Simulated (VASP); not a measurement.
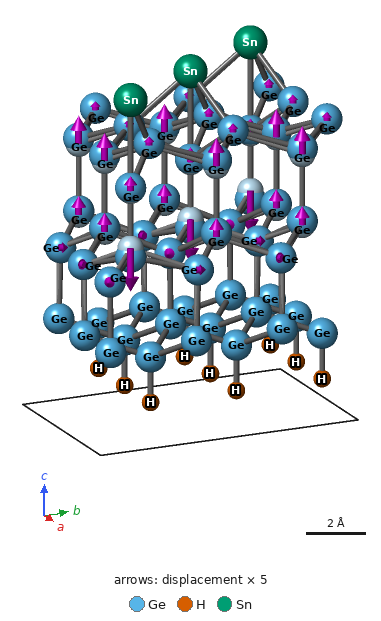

This is a relaxation of a slab of composition SnGe₁₈H₃. The starting structure is drawn faded, the final one solid; purple arrows show the displacements, 5 times their true length.

A ball-and-stick model of the cell of the calculation, outlined in the plane, without the vacuum (origin shifted), seen slightly off an axis.

The run lets the atoms move in a fixed cell. 27 atoms are held fixed.

Theory: Kohn-Sham DFT of a periodic cell, LDA, VASP PAW LDA potentials, minimal in VASP 6.6.1.

The input:
```
SYSTEM = SnGe18H3
ALGO = Fast
EDIFF = 1E-7
EDIFFG = -0.01
ENCUT = 300
GGA = CA
IBRION = 2
ISIF = 2
ISMEAR = 0
KPAR = 2
LASPH = .TRUE.
LCHARG = .FALSE.
LREAL = .FALSE.
LWAVE = .FALSE.
NELM = 80
NSW = 60
PREC = Accurate
SIGMA = 0.03
```

Launched with:
```bash
cat potpaw_LDA.64/Ge/POTCAR potpaw_LDA.64/H/POTCAR potpaw_LDA.64/Sn/POTCAR > POTCAR
mpirun -np 8 vasp_std > vasp.out
```

### What did the optimiser do to the structure, and how much energy did it gain?

The largest moves, 0.30 Å, are those of Ge atoms. Largest moves by element: Ge 0.30 Å, Sn 0.04 Å. H stays in place. The lattice vectors keep their values. Some distances before and after: Ge–Ge 1.986 → 2.383 Å, Ge–Ge 2.436 → 2.500 Å, Ge–Sn 3.082 → 3.018 Å, Ge–Ge 2.515 → 2.477 Å. Bond angles that change, for instance: Ge–Ge–Ge 109.5° → 100.8°, Ge–Ge–Ge 109.5° → 102.3°, Ge–Ge–Ge 109.5° → 115.6°. Over 24 geometry steps the energy falls by 4.128 eV per cell of the calculation. The largest force component goes from 8.1 to 0.2 eV/Å.
